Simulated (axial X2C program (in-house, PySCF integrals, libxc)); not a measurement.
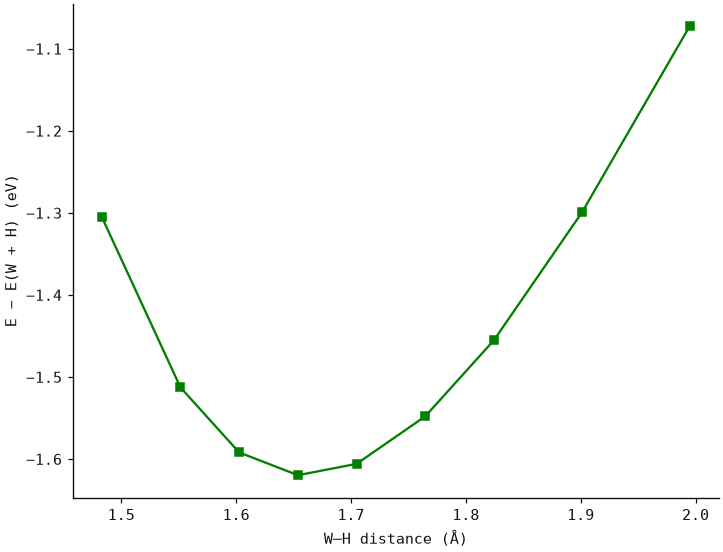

Figure 1. Energy at 9 bond lengths, for one set of occupations held fixed; the line joins the points. A polynomial of degree 6 through 9 points gives rₑ = 1.661 Å, ωₑ = 2044 cm⁻¹, ωₑxₑ = 31 cm⁻¹ and Bₑ = 6.099 cm⁻¹. The minimum lies 1.62 eV below W + H, each computed as one determinant at the same level.

**WH: relativistic diatomic calculation**

System: WH, single determinant with M_S = 3/2 and |Λ| = 2 (not the lowest found).
Method: PBE0, spin-free X2C-1e, W dyall-cv3z, H dyall-v3z (cores contracted) (axial X2C program (in-house, PySCF integrals, libxc)).

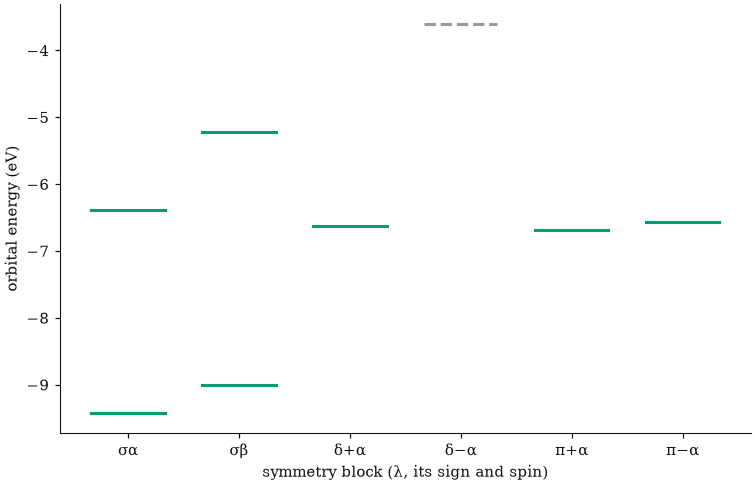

Figure 2. Orbital energies near the frontier at 1.71 Å, filled (solid) and empty (dashed); a label such as π−α means λ = −1 and α spin. The highest filled orbital (σβ; 56 % W s, 35 % W d) lies at −5.23 eV, the lowest empty one (δ−α; 100 % W d) at −3.61 eV.

These pictures come from the run below.

### Input
```
{"zs": [74, 1], "q": 0, "bas": ["dyall-cv3z", "dyall-v3z"], "levels": ["PBE0", "HF", "BHandHLYP"], "cc": true, "r0": 1.69, "thr": -1.0, "nmax": 90, "npts": 10, "nst": 2, "ntry": 6}
```

The line is the task of a batch: nuclear charges, charge, bases, the levels to run, a first guess of the distance and further settings. This report covers PBE0 without spin-orbit coupling. The log is that of the reference distance 1.705 Å.

Launched within a batch (the task file carries these settings):
```bash
python <driver script> task.json out
```

### The program's output
```
spin-free X2C-1e  PBE0
basis functions 202  fitting functions 987  grid points 5072
iter        total energy     max residual
   1     -16143.719273981     1.14e+01
   2     -16144.042498626     9.30e-02
   3     -16144.043243499     7.67e-02
   4     -16144.043370224     9.21e-03
   5     -16144.043399044     1.09e-02
   6     -16144.043407006     2.71e-03
   7     -16144.043407238     1.23e-04
   8     -16144.043407341     6.12e-04
   9     -16144.043407359     8.37e-05
  10     -16144.043407362     3.19e-05
  11     -16144.043407363     1.47e-06
converged
one-electron -22196.36396354  Coulomb 6358.18160703  exact exchange -80.92304605  xc functional -247.90522686  nuclear repulsion 22.96722206
```

### The points of the curve

```csv
R (Å),E (hartree),"dipole (D; origin at the first atom, positive when the second is positive)",highest filled (eV),lowest empty (eV)
1.483,−16144.032376,−1.18,−5.21,−3.45
1.552,−16144.039989,−1.25,−5.21,−3.50
1.603,−16144.042898,−1.30,−5.21,−3.53
1.654,−16144.043918,−1.36,−5.22,−3.57
1.705,−16144.043407,−1.41,−5.23,−3.61
1.765,−16144.041280,−1.48,−5.23,−3.65
1.824,−16144.037877,−1.56,−5.25,−3.69
1.901,−16144.032151,−1.65,−5.26,−3.75
1.995,−16144.023810,−1.75,−5.28,−3.82
```

### Results in brief

```tsv
quantity	value
outcome	converged
bond length rₑ	1.661 Å
ωₑ	2044 cm⁻¹
energy at the minimum	−16144.04393 hartree
depth below the fragments	1.62 eV
largest ⟨S²⟩ along the curve	3.82
hardware	1 thread of Arm Neoverse V1, 24 GiB of memory available, shared host
wall time	12 s
peak memory	0.44 GiB
```

### Remarks

Limits: 9 of the 10 points asked for were kept.
